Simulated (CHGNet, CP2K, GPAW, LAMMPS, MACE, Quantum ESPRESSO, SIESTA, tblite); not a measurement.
# Forces in glassy 67P2O5-20BaO-13Al2O3 (mol %) (86 atoms), program by program

Aim: forces, pressure and gap of glassy 67P2O5-20BaO-13Al2O3 (mol %) (86 atoms) at one geometry, from other programs and methods, against plane-wave PBE.

Results are calculated, not measured.

## Step 1: The cell

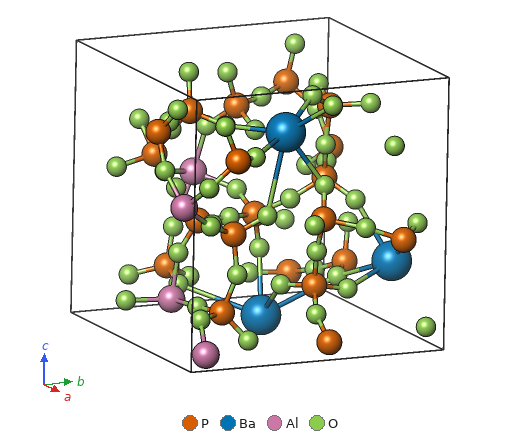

The cell (phosphorus orange, barium blue, aluminium pink, oxygen green). Bonds to atoms that aren't drawn are left out.

The cell holds 86 atoms (20 P, 3 Ba, 4 Al and 59 O), with edges of 10.72, 10.72 and 10.72 Å. Recipe: 86 atoms (20 P, 3 Ba, 4 Al, 59 O) placed at random at 2.81 g/cm³, melted at 4000 K for 10 ps at fixed volume with the Morse and Coulomb pair potential with partial charges (Pedone, Malavasi, Menziani, Cormack and Segre, J. Phys. Chem. B 110, 11780 (2006)). Quenched from 4000 K to 300 K at 20 K/ps and fixed volume, held 10 ps at zero pressure, then minimised at fixed cell. The density is 2.81 g/cm³.

## Step 2: The reference input

Quantum ESPRESSO 7.5: Kohn-Sham DFT, PBE, SSSP efficiency 1.3.0 pseudopotentials, plane waves. Its input, pw.in:

```
&control
  calculation = 'scf'
  pseudo_dir = './pseudo'
  outdir = './tmp'
  disk_io = 'none'
  tprnfor = .true.
  tstress = .true.
/
&system
  ibrav = 0
  nat = 86
  ntyp = 4
  ecutwfc = 60
  ecutrho = 480
  nosym = .true.
  occupations = 'smearing'
  smearing = 'fd'
  degauss = 0.003675
/
&electrons
  conv_thr = 4.3e-07
  electron_maxstep = 100
  mixing_beta = 0.4
  mixing_mode = 'plain'
  diagonalization = 'david'
/
ATOMIC_SPECIES
P 30.974 P.upf
Ba 137.327 Ba.upf
Al 26.982 Al.upf
O 15.999 O.upf
CELL_PARAMETERS angstrom
10.71682 0.00000 0.00000
0.00000 10.71682 0.00000
0.00000 0.00000 10.71682
ATOMIC_POSITIONS crystal
P 0.72301 0.61529 0.20850
P 0.71041 0.29690 0.41885
P 0.32548 0.56409 0.38738
P 0.23826 0.20429 0.61805
[... 80 atom lines left out ...]
O 0.89933 0.28684 0.74437
O 0.77053 0.59936 0.34489
K_POINTS gamma
```

```console
$ OMP_NUM_THREADS=1 mpirun -np 2 pw.x -in pw.in > output.txt
```

Elapsed: 10 min, on 2 MPI ranks of Arm Neoverse V1, shared host; peak memory 3.7 GiB.

It converged with an r.m.s. force component of 1.2 eV/Å and a pressure of 3.1 GPa.

Its highest filled and lowest empty levels lie 1.30 eV apart on its k-points.

## Step 3: What was run beside it

- CHGNet: machine-learned potential, published weights.
- CP2K 2026.2: Gaussian basis with GTH pseudopotentials and a plane-wave density; labels give functional, basis (MOLOPT sets; SR short-range, UZH the newer set with its own potentials), grid cutoff/relative cutoff and solver (OT: orbital transformation; TRS4, TC2, SIGN: linear-scaling purification with its sparsity filter), or its built-in tight binding.
- GPAW 26.7.0: PAW with atomic orbitals (LCAO), plane waves or a real-space grid of spacing h.
- MACE: machine-learned potential, published weights.
- SIESTA 5.4.2: numerical atomic orbitals, whose automatically made sets are far from complete, with PseudoDojo norm-conserving potentials that we converted to its format (checked against plane waves on the same files for H, C, O, Si, Ge and Ca alone); labels give functional, basis size, energy shift and mesh cutoff.
- tblite 0.8.0: extended tight binding, driven from Python.

All use the same cell and atoms, and the electronic-structure runs the same k-mesh.

## Step 4: Side by side

Differences are against the reference: forces as r.m.s. over components, share as that over the reference's r.m.s. force, slope as the fitted ratio of a run's forces to the reference's.

| run | Δ force, r.m.s. (meV/Å) | share (%) | slope | Δ pressure (GPa) | Δ gap (eV) | cores | CPU time | memory (GiB) |
| --- | --- | --- | --- | --- | --- | --- | --- | --- |
| reference | - | - | - | - | - | 2 | 21 min | 3.7 |
| CHGNet 0.3.0 potential | 378 | 30.5 | 0.839 | -0.673 | - | 1 | 4.3 s | 1.1 |
| CP2K PBE, DZVP-MOLOPT-SR, 300/50 Ry, diagonalisation (coarse) | 199 | 16.1 | 1.082 | 0.542 | -0.518 | 2 | 3.1 min | 1.7 |
| CP2K PBE, DZVP-MOLOPT-SR, 600/50 Ry, TRS4 filter 1e-03, SCF 1e-04 (coarse) | 884 | 71.5 | 1.048 | 1.87 | - | 4 | 2.2 min | 3.0 |
| CP2K PBE, DZVP-MOLOPT-SR, 600/50 Ry, TRS4 filter 1e-06, SCF 1e-06 | 215 | 17.4 | 1.094 | 0.567 | - | 4 | 3.5 min | 3.0 |
| CP2K PBE, DZVP-MOLOPT-SR, 600/50 Ry, diagonalisation | 182 | 14.7 | 1.084 | 0.458 | -0.518 | 4 | 4.7 min | 5.0 |
| CP2K PBE, TZVP-MOLOPT (SR for Ba, Al), 600/50 Ry, diagonalisation | 137 | 11.1 | 1.030 | -0.400 | -0.252 | 4 | 14 min | 5.1 |
| GPAW PBE, LCAO dzp, h 0.18 Å | 468 | 37.8 | 1.170 | - | -0.409 | 1 | 2.6 min | 1.5 |
| GPAW PBE, LCAO dzp, h 0.18 Å, other mixer settings | 468 | 37.8 | 1.171 | - | -0.41 | 2 | 3.8 min | 1.7 |
| GPAW PBE, LCAO szp(dzp), h 0.18 Å (coarse) | 663 | 53.6 | 1.385 | - | -0.986 | 1 | 2.6 min | 1.4 |
| MACE MP-0b2 small potential | 347 | 28.1 | 0.808 | -1.01 | - | 1 | 7.3 s | 0.67 |
| MACE MP-0b3 medium potential | 325 | 26.3 | 0.835 | -1.10 | - | 1 | 8.9 s | 1.0 |
| SIESTA PBE, DZ, shift 0.01 Ry, mesh 500 Ry (coarse) | 2160 | 175 | 1.357 | 24.3 | - | 2 | 2.7 min | 1.4 |
| SIESTA PBE, DZP, shift 0.01 Ry, mesh 500 Ry | 262 | 21.2 | 1.141 | 2.06 | -0.594 | 2 | 5 min | 2.0 |
| SIESTA PBE, SZP, shift 0.01 Ry, mesh 500 Ry (coarse) | 794 | 64.2 | 1.401 | 10.1 | - | 2 | 5.3 min | 1.8 |
| tblite GFN1-xTB | 432 | 34.9 | 0.957 | -1.11 | - | 1 | 5.8 s | 0.12 |

Rows marked coarse were listed beforehand as settings not expected to be converged; some can still land near the reference.

Times of the machine-learned potentials are mostly Python's start and the loading of weights.

CPU time is summed over cores on shared hosts, so it is rough.

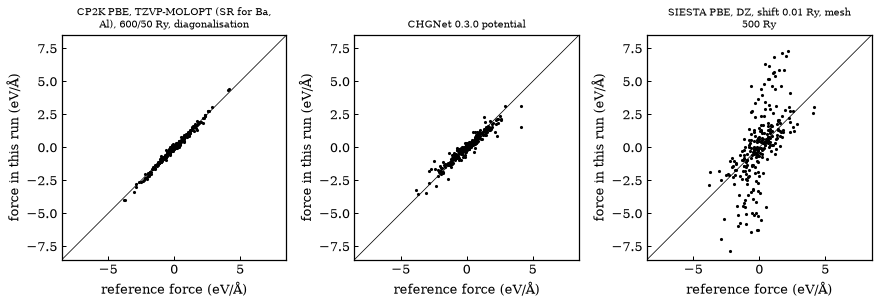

Force components against those of the reference; the line marks equality.

## Step 5: Findings

Forces lie from 11 % (CP2K PBE, TZVP-MOLOPT (SR for Ba, Al), 600/50 Ry, diagonalisation) to 175 % (SIESTA PBE, DZ, shift 0.01 Ry, mesh 500 Ry, coarse) of the reference's r.m.s. force of 1.2 eV/Å away from it. The PBE runs in local orbitals, coarse settings apart, differ by 11 % (CP2K PBE, TZVP-MOLOPT (SR for Ba, Al), 600/50 Ry, diagonalisation) to 38 % (GPAW PBE, LCAO dzp, h 0.18 Å, other mixer settings); basis, grid and potentials can all enter. Tight binding differs by 35 % (tblite GFN1-xTB); it is another model, with fitted parameters of its own, and the xTB methods hold dispersion. Machine-learned potentials differ by 26 % (MACE MP-0b3 medium potential) to 31 % (CHGNet 0.3.0 potential); they were trained on other programs' data. Among those trained on PBE data the slope goes as low as 0.81, which softening far from their training structures can give, though the reference's k-sampling is untested too.

Runs with settings chosen to be coarse differ by 16 % (CP2K PBE, DZVP-MOLOPT-SR, 300/50 Ry, diagonalisation) to 175 % (SIESTA PBE, DZ, shift 0.01 Ry, mesh 500 Ry), their programs' other errors included. GPAW PBE, LCAO szp(dzp), h 0.18 Å stiffens the forces by a factor of 1.39 while following their directions (correlation 0.966); the slopes of the 3 GPAW runs lie between 1.17 and 1.39. From CP2K PBE, DZVP-MOLOPT-SR, 300/50 Ry, diagonalisation to the finer CP2K PBE, DZVP-MOLOPT-SR, 600/50 Ry, diagonalisation the share falls from 16 to 15 %. Pressures at PBE, coarse settings apart, lie -0.40 to +2.06 GPa from the reference's. Gaps at PBE, coarse settings apart, lie -0.59 to -0.25 eV from the reference's.

**Limits.** Periodic xTB results under one method name differ between programs and library versions. The reference's pressure holds the uncorrected Pulay stress of its 60 Ry basis, so small pressure differences may be the reference's own error. In our tests on small cells the SSSP efficiency potentials stood apart from two norm-conserving sets, for C–F bonds most and for P–O bonds less, so differences from this reference needn't be the other run's error. Machine-learned potentials mimic data converged in k, so the reference's own k-point error enters their differences. The quench rate of 20 K/ps is many orders above laboratory rates, so the cell is likely richer in defects and strain than a real sample. The network of bonds at the start is that of the classical potential that made the cell, and needn't be the one that DFT or experiment would give. The electronic-structure runs sample only Γ, in a cell whose shortest periodic width is 11 Å. Spin–orbit coupling is left out, which matters for the levels of the heavy elements. The reference's pressure of 3.1 GPa reflects the volume that the recipe set, positions that aren't this level's minimum and the basis. Where levels are smeared, the DFT runs use Fermi–Dirac occupations at 580 K (0.05 eV), and energies are free energies. The reference's cutoffs and mesh weren't converged further here.

[Logs are printed without paths, hosts, clocks, repeated set-up lines and the standing remarks that a program may print on its own settings, such as how far it seeks lower states.]

[Hosts, paths, dates, database ids (printed as entryN), source tags and the programs' standing remarks are cut or masked in the printed files.]

[Cells were taken only where this reference lay near another plane-wave run.]
